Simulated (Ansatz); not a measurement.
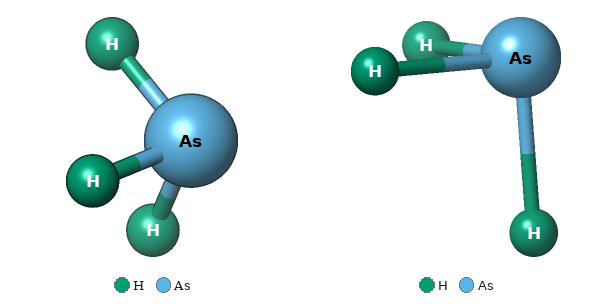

The same structure drawn twice, from different directions.

The computed structure is the end point of a PBE0-D4/def2-TZVP optimisation.

> Give the formula.

AsH3, 4 atoms: 1 arsenic and 3 hydrogen.

> Which point group does it belong to?

C3v.

> Count the bonded pairs by element.

3 As–H. Sticks follow a distance rule.

> How many atoms are distinct by symmetry?

2: 3 H, 1 As.

The parts below concern this one geometry. Atoms keep their numbers from picture to picture.

Vibrations

Harmonic vibrations computed with RKS PBE0-D4/def2-TZVP (Ansatz 0.2.0) at a stationary point of the same level.

> How many vibrational modes are there, and where do they lie?

6 modes: 921, 1018, 1018, 2215, 2229, 2229 cm⁻¹.

Thermal motion

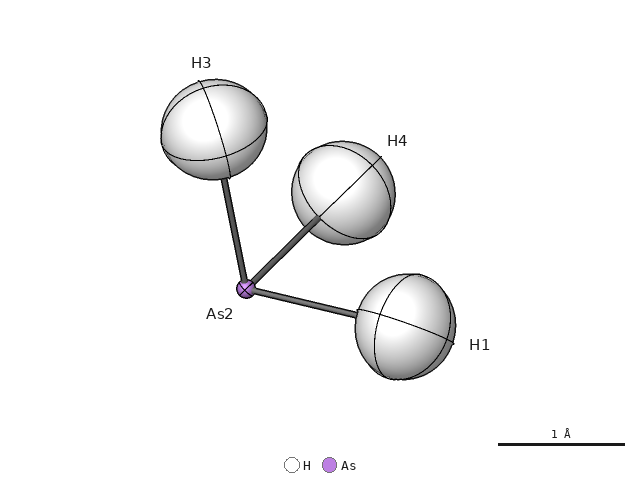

Displacement ellipsoids at the 50 % level, enlarged 3 times, from the internal vibrations of the free molecule (harmonic, no overall translation or rotation; no half-axis is drawn under 0.075 Å). Vibrations computed with RKS PBE0-D4/def2-TZVP (Ansatz 0.2.0). Temperature: 298 K.

List U_eq and the three principal root-mean-square amplitudes for each kind of atom.

```json
{"atom": "H1, H3, H4", "U_eq (Å²)": "0.0082", "rms amplitudes (Å)": "0.086, 0.092, 0.093"}
{"atom": "As2", "U_eq (Å²)": "< 0.00001", "rms amplitudes (Å)": "0.002, 0.002, 0.003"}
```

Charges

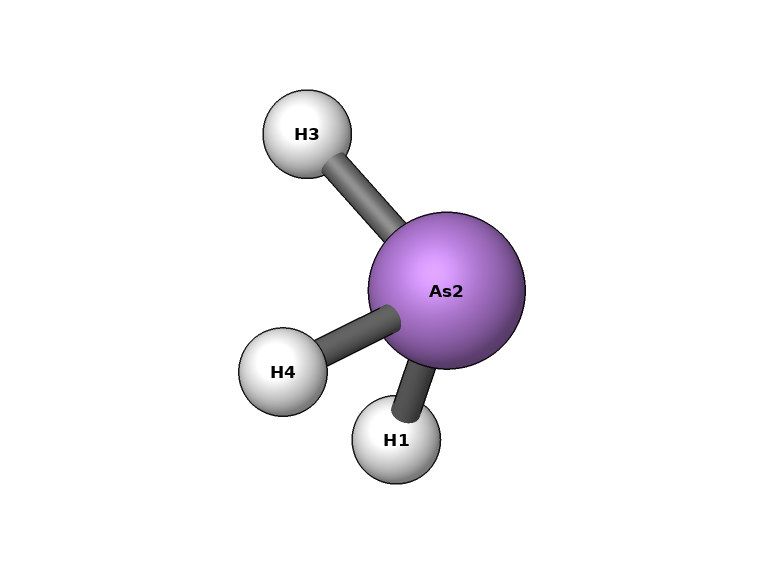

The questions are on Mulliken charges. Method: RKS PBE0-D4/def2-TZVP (Ansatz 0.2.0).

List the Mulliken charges.

```csv
atom,value (e)
H1,0.07
As2,−0.21
H3,0.07
H4,0.07
```

Mulliken values depend strongly on the basis set and can even reverse the polarity of a bond.
